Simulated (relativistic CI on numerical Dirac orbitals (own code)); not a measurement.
# Bi²¹⁺: one ion under different settings

How much do the settings matter for Bi²¹⁺? One ion, several inputs.

Method: Dirac-Coulomb-Breit CI, KLI orbitals optimised for each configuration, model QED (radiative potential, 1s self-energy scaled to tabulated hydrogen-like ionisation energies), numerical settings as typed. Code: relativistic CI on numerical Dirac orbitals (own code) version 3.

### 1 Starting point

* ion: Bi²¹⁺ (Bi XXII)
* nuclear charge: 83
* electrons: 62
* isotope: A = 209

### 2 An attempt

Settings of the run:

```ini
atom Bi  Z=83  charge=22  electrons=61
nucleus A=209  rms_radius_fm=5.5211
hamiltonian dirac-coulomb  breit=on  qed=on  c_scale=1
orbitals kli  potential=per-configuration
slater_scale 1
correlation none
mixing on
grid step=0.0125 r_max=9.1
scf mixing=0.4 start=green max_iterations=86 tolerance=2e-08 node_fill=0.05
configurations
  [Kr] 4d10 4f14 5s2
  [Kr] 4d10 4f14 5s 5p
  [Kr] 4d10 4f14 5p2
  [Kr] 4d10 4f12 5s2 5p2
  [Kr] 4d10 4f14 5s 5d
end
```

Run with:

```
$ python run_levels.py task.json out
```

task.json lists these runs, among others, and the program works through them in turn.

Main fields of the result record, rounded:

```text
{
  "status": "refused",
  "warnings": ["configuration [Kr] 4d10 4f14 5s2 has 62 electrons, the ion has 61"]
}
```

It took 0.0011 s on 1 thread, shared host.

What went wrong: the program refused the input. The electrons of a configuration don't add up to Z less the charge. The input had charge 22. The cure is to make charge and configurations agree.

### 3 With the usual settings

Settings: those of step 2 with these lines changed.

```diff
@@ -1,2 +1,2 @@
-atom Bi  Z=83  charge=22  electrons=61
+atom Bi  Z=83  charge=21  electrons=62
 nucleus A=209  rms_radius_fm=5.5211
@@ -8,3 +8,3 @@
 grid step=0.0125 r_max=9.1
-scf mixing=0.4 start=green max_iterations=86 tolerance=2e-08 node_fill=0.05
+scf mixing=0.4 start=green max_iterations=150 tolerance=2e-08 node_fill=0.05
 configurations
```

Main fields:

```text
{
  "status": "converged",
  "levels [i, E_cm, J2, conf, term, w_term, w_jj]": [
    [0, 0, 0, "4f14 5s2", "1S", 0.9919, 0.9919],
    [1, 349498.3, 0, "4f14 5s 5p", "3P*", 1, 1],
    [2, 379956.87, 2, "4f14 5s 5p", "3P*", 0.8106, 0.973],
    [3, 627306.8, 4, "4f14 5s 5p", "3P*", 1, 1],
    [4, 708633.76, 2, "4f14 5s 5p", "1P*", 0.8106, 0.973],
    [5, 809583.31, 0, "4f14 5p2", "3P", 0.7289, 0.9901],
    [6, 1056232.9, 2, "4f14 5p2", "3P", 0.9997, 0.9997],
    [7, 1061557.1, 4, "4f14 5p2", "1D", 0.6217, 0.9518],
    [8, 1283770.5, 2, "4f14 5s 5d", "3D", 1, 1],
    [9, 1288954.1, 4, "4f14 5s 5d", "3D", 0.5823, 0.7766],
    [10, 1317487.3, 4, "4f14 5s 5d", "3D", 0.3857, 0.4935],
    [11, 1333824.6, 6, "4f14 5s 5d", "3D", 1, 1],
    [12, 1388847.2, 0, "4f14 5p2", "1S", 0.7262, 0.9917],
    [13, 1411524.6, 4, "4f14 5s 5d", "1D", 0.6245, 0.5253],
    "... 16 more rows left out ..."
  ],
  "total_energy [Ha]": -21353.962612,
  "n_levels_all": 185,
  "overlap": 1.3408e-11,
  "scf_iterations": [12, 12, 12, 12, 14],
  "orbital_energies [Ha]": {"1s": -3340.15, "2s": -615.024, "2p1/2": -591.798, "2p3/2": -506.726, "3s": -162.466, "3p1/2": -151.941, "3p3/2": -132.865, "3d3/2": -115.603, "3d5/2": -111.553, "4s": -51.3592, "4p1/2": -46.7564, "4p3/2": -42.0039, "4d3/2": -34.4955, "4d5/2": -33.5952, "4f5/2": -23.8137, "4f7/2": -23.5981, "5s": -22.33},
  "configurations [conf, odd, states, E_av_Ha, breit_Ha, qed_Ha]": [
    ["4f14 5s2", 0, 1, -21397.46293, 25.71, 17.83],
    ["4f14 5s 5p", 1, 12, -21394.92641, 25.71, 17.82],
    ["4f14 5p2", 0, 15, -21392.17584, 25.71, 17.8],
    ["4f12 5s2 5p2", 0, 1365, -21388.83503, 25.75, 17.84],
    ["4f14 5s 5d", 0, 20, -21391.43721, 25.7, 17.81]
  ],
  "scf_steps of the first configuration [iteration, E_Ha, residual, outer_eigenvalue_Ha]": [
    [1, -21060.72055, 7.57, -39.49],
    [2, -21331.09083, 3.52, -30],
    [3, -21393.72668, 0.584, -22.98],
    [4, -21396.67722, 0.409, -23.28],
    [5, -21397.4416, 0.0676, -22.42],
    [6, -21397.46351, 0.0108, -22.35],
    [7, -21397.46211, 0.00344, -22.33],
    [8, -21397.4628, 0.000612, -22.33],
    [9, -21397.46293, 3.41e-05, -22.33],
    [10, -21397.46293, 1.27e-05, -22.33],
    [11, -21397.46293, 6.13e-08, -22.33],
    [12, -21397.46293, 3.4e-09, -22.33]
  ]
}
```

Wall time 0.62 s (1 thread, shared host).

### 4 Speed-of-light factor 1.25

Settings: those of step 3 with these lines changed.

```diff
@@ -2,3 +2,3 @@
 nucleus A=209  rms_radius_fm=5.5211
-hamiltonian dirac-coulomb  breit=on  qed=on  c_scale=1
+hamiltonian dirac-coulomb  breit=on  qed=on  c_scale=1.25
 orbitals kli  potential=per-configuration
```

Main fields:

```text
{
  "status": "converged",
  "levels [i, E_cm, J2, conf, term, w_term]": [
    [0, 0, 0, "4f14 5s2", "1S", 0.9901],
    [1, 328238.62, 0, "4f14 5s 5p", "3P*", 1],
    [2, 352994.46, 2, "4f14 5s 5p", "3P*", 0.8708],
    [3, 488454.52, 4, "4f14 5s 5p", "3P*", 1],
    [4, 575054.37, 2, "4f14 5s 5p", "1P*", 0.8708],
    [5, 760408.93, 0, "4f14 5p2", "3P", 0.7701],
    [6, 893742.18, 2, "4f14 5p2", "3P", 0.9999],
    [7, 899282.85, 4, "4f14 5p2", "1D", 0.6131],
    "... 22 more rows left out ..."
  ],
  "total_energy [Ha]": -20769.404634,
  "n_levels_all": 185,
  "overlap": 1.51274e-11,
  "scf_iterations": [12, 12, 12, 12, 12],
  "orbital_energies [Ha]": {"1s": -3198.0, "2s": -575.987, "2p1/2": -554.798, "2p3/2": -505.582, "3s": -152.658, "3p1/2": -142.865, "3p3/2": -131.896, "3d3/2": -114.98, "3d5/2": -112.407, "4s": -48.7439, "4p1/2": -44.4359, "4p3/2": -41.7145, "4d3/2": -34.3247, "4d5/2": -33.7543, "4f5/2": -23.9677, "4f7/2": -23.8267, "5s": -21.5814},
  "configurations [conf, odd, states, E_av_Ha, breit_Ha, qed_Ha]": [
    ["4f14 5s2", 0, 1, -20798.41073, 15.74, 13.31],
    ["4f14 5s 5p", 1, 12, -20796.33863, 15.74, 13.3],
    ["4f14 5p2", 0, 15, -20794.05613, 15.74, 13.29],
    ["4f12 5s2 5p2", 0, 1365, -20788.7908, 15.76, 13.32],
    ["4f14 5s 5d", 0, 20, -20793.11986, 15.73, 13.3]
  ],
  "scf_steps of the first configuration [iteration, E_Ha, residual, outer_eigenvalue_Ha]": [
    [1, -20485.13094, 7.33, -37.65],
    [2, -20736.33706, 3.42, -28.81],
    [3, -20794.91576, 0.564, -22.21],
    [4, -20797.53839, 0.426, -22.48],
    [5, -20798.39709, 0.0535, -21.64],
    [6, -20798.41053, 0.00406, -21.59],
    [7, -20798.41019, 0.00262, -21.58],
    [8, -20798.41064, 0.00043, -21.58],
    [9, -20798.41073, 3.65e-05, -21.58],
    [10, -20798.41073, 3.56e-06, -21.58],
    [11, -20798.41073, 5.33e-08, -21.58],
    [12, -20798.41073, 1.47e-09, -21.58]
  ]
}
```

Wall time 0.61 s (1 thread, shared host).

A changed speed of light describes a fictitious ion. The QED potentials keep the true α.

### 5 Iteration limit 30, end of the grid 27.3, Breit term off

Settings of the run:

```ini
atom Bi  Z=83  charge=21  electrons=62
nucleus A=209  rms_radius_fm=5.5211
hamiltonian dirac-coulomb  breit=off  qed=on  c_scale=1
orbitals kli  potential=per-configuration
slater_scale 1
correlation none
mixing on
grid step=0.0125 r_max=27.3
scf mixing=0.4 start=green max_iterations=30 tolerance=2e-08 node_fill=0.05
configurations
  [Kr] 4d10 4f14 5s2
  [Kr] 4d10 4f14 5s 5p
  [Kr] 4d10 4f14 5p2
  [Kr] 4d10 4f12 5s2 5p2
  [Kr] 4d10 4f14 5s 5d
end
```

Main fields:

```text
{
  "status": "converged",
  "levels [i, E_cm, J2, conf, term, w_term]": [
    [0, 0, 0, "4f14 5s2", "1S", 0.9919],
    [1, 347001.66, 0, "4f14 5s 5p", "3P*", 1],
    [2, 377579.29, 2, "4f14 5s 5p", "3P*", 0.8094],
    [3, 627879.74, 4, "4f14 5s 5p", "3P*", 1],
    [4, 709107.36, 2, "4f14 5s 5p", "1P*", 0.8094],
    [5, 804652.58, 0, "4f14 5p2", "3P", 0.7282],
    [6, 1054306.1, 2, "4f14 5p2", "3P", 0.9997],
    [7, 1059872.4, 4, "4f14 5p2", "1D", 0.6222],
    "... 22 more rows left out ..."
  ],
  "total_energy [Ha]": -21379.671573,
  "n_levels_all": 185,
  "overlap": 1.34086e-11,
  "scf_iterations": [12, 12, 12, 12, 14],
  "orbital_energies [Ha]": {"1s": -3340.15, "2s": -615.024, "2p1/2": -591.798, "2p3/2": -506.726, "3s": -162.466, "3p1/2": -151.941, "3p3/2": -132.865, "3d3/2": -115.603, "3d5/2": -111.553, "4s": -51.3592, "4p1/2": -46.7564, "4p3/2": -42.0039, "4d3/2": -34.4955, "4d5/2": -33.5952, "4f5/2": -23.8137, "4f7/2": -23.5981, "5s": -22.33},
  "configurations [conf, odd, states, E_av_Ha, breit_Ha, qed_Ha]": [
    ["4f14 5s2", 0, 1, -21397.46293, 0, 17.83],
    ["4f14 5s 5p", 1, 12, -21394.92641, 0, 17.82],
    ["4f14 5p2", 0, 15, -21392.17584, 0, 17.8],
    ["4f12 5s2 5p2", 0, 1365, -21388.83503, 0, 17.84],
    ["4f14 5s 5d", 0, 20, -21391.43721, 0, 17.81]
  ],
  "scf_steps of the first configuration [iteration, E_Ha, residual, outer_eigenvalue_Ha]": [
    [1, -21060.72055, 7.57, -39.49],
    [2, -21331.09083, 3.52, -30],
    [3, -21393.72668, 0.584, -22.98],
    [4, -21396.67732, 0.409, -23.28],
    [5, -21397.44159, 0.0676, -22.42],
    [6, -21397.46351, 0.0108, -22.35],
    [7, -21397.46211, 0.00344, -22.33],
    [8, -21397.4628, 0.000612, -22.33],
    [9, -21397.46293, 3.4e-05, -22.33],
    [10, -21397.46293, 1.27e-05, -22.33],
    [11, -21397.46293, 6.13e-08, -22.33],
    [12, -21397.46293, 3.43e-09, -22.33]
  ]
}
```

Run time: 0.56 s. Hardware: 1 thread, shared host.

### 6 Tolerance 0.01

Settings of the run:

```ini
atom Bi  Z=83  charge=21  electrons=62
nucleus A=209  rms_radius_fm=5.5211
hamiltonian dirac-coulomb  breit=on  qed=on  c_scale=1
orbitals kli  potential=per-configuration
slater_scale 1
correlation none
mixing on
grid step=0.0125 r_max=9.1
scf mixing=0.4 start=green max_iterations=97 tolerance=0.01 node_fill=0.05
configurations
  [Kr] 4d10 4f14 5s2
  [Kr] 4d10 4f14 5s 5p
  [Kr] 4d10 4f14 5p2
  [Kr] 4d10 4f12 5s2 5p2
  [Kr] 4d10 4f14 5s 5d
end
```

Main fields:

```text
{
  "status": "converged",
  "levels [i, E_cm, J2, conf, term, w_term]": [
    [0, 0, 0, "4f14 5s2", "1S", 0.9919],
    [1, 349413.75, 0, "4f14 5s 5p", "3P*", 1],
    [2, 379875.05, 2, "4f14 5s 5p", "3P*", 0.8106],
    [3, 627265.45, 4, "4f14 5s 5p", "3P*", 1],
    [4, 708601.13, 2, "4f14 5s 5p", "1P*", 0.8106],
    [5, 809461.94, 0, "4f14 5p2", "3P", 0.7289],
    [6, 1056172.8, 2, "4f14 5p2", "3P", 0.9997],
    [7, 1061499.2, 4, "4f14 5p2", "1D", 0.6217],
    "... 22 more rows left out ..."
  ],
  "total_energy [Ha]": -21353.962612,
  "n_levels_all": 185,
  "overlap": 1.33833e-11,
  "scf_iterations": [7, 6, 6, 6, 6],
  "orbital_energies [Ha]": {"1s": -3340.13, "2s": -615.007, "2p1/2": -591.781, "2p3/2": -506.71, "3s": -162.445, "3p1/2": -151.921, "3p3/2": -132.844, "3d3/2": -115.583, "3d5/2": -111.533, "4s": -51.3463, "4p1/2": -46.7436, "4p3/2": -41.9924, "4d3/2": -34.4839, "4d5/2": -33.584, "4f5/2": -23.8016, "4f7/2": -23.5862, "5s": -22.3266},
  "configurations [conf, odd, states, E_av_Ha, breit_Ha, qed_Ha]": [
    ["4f14 5s2", 0, 1, -21397.46211, 25.71, 17.83],
    ["4f14 5s 5p", 1, 12, -21394.92547, 25.71, 17.82],
    ["4f14 5p2", 0, 15, -21392.17472, 25.71, 17.8],
    ["4f12 5s2 5p2", 0, 1365, -21388.8338, 25.75, 17.84],
    ["4f14 5s 5d", 0, 20, -21391.43599, 25.7, 17.81]
  ],
  "scf_steps of the first configuration [iteration, E_Ha, residual, outer_eigenvalue_Ha]": [
    [1, -21060.72055, 7.57, -39.49],
    [2, -21331.09083, 3.52, -30],
    [3, -21393.72668, 0.584, -22.98],
    [4, -21396.67722, 0.409, -23.28],
    [5, -21397.4416, 0.0676, -22.42],
    [6, -21397.46351, 0.0108, -22.35],
    [7, -21397.46211, 0.00344, -22.33]
  ]
}
```

Wall time 0.46 s (1 thread, shared host).

A bad setting: its result is shown only for the comparison.

### 7 Comparison

| setting | total energy less usual (Ha) | largest shift of a level among the lowest eight of both runs, same label and place (cm⁻¹) | SCF iterations | time | lowest level | kind of change |
| --- | --- | --- | --- | --- | --- | --- |
| usual | 0 | 0 | 62 | 0.62 s | 5s2 1S0 | - |
| speed-of-light factor 1.25 | 585 | 162000 | 60 | 0.61 s | 5s2 1S0 | unphysical constant |
| iteration limit 30, end of the grid 27.3, Breit term off | -25.7 | 4930 | 62 | 0.56 s | 5s2 1S0 | model term |
| tolerance 0.01 | 1.22e-07 | 121 | 31 | 0.46 s | 5s2 1S0 | unsound |

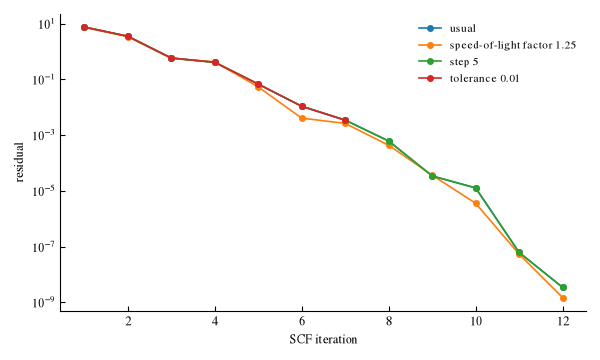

Residual of the first configuration's SCF.

### 8 Outcome

| quantity | value |
| --- | --- |
| lowest level, usual settings | 5s2 1S0 |
| total energy | -21353.9626 Ha |
| first excitation | 349498 cm⁻¹ |
| runs without a result | 1 |

What this shows: Among the runs whose levels can be followed, they move most under «speed-of-light factor 1.25» (unphysical constant), by up to 162000 cm⁻¹. Only the listed configurations are in the model.
